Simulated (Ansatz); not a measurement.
Start from CdSe in the zinc blende structure (space group F-43m, No. 216; a = 6.082 Å).

The change: every lattice vector is shortened by 2.00 %, atoms relaxed at fixed cell.

The values are results of PBEsol (Ansatz, a program for electronic structure), no spin-orbit coupling, not measurements.

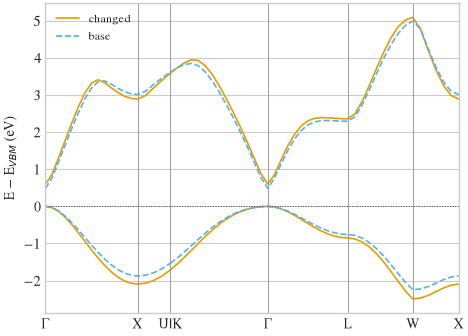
Highest valence and lowest conduction band along the path, each from its own valence-band maximum

Task: From the figure, how large is the changed gap, and is it direct?

Result: About 0.6 eV, direct at Γ.

The cells carry an imposed strain or load. No phonon test of stability was made.
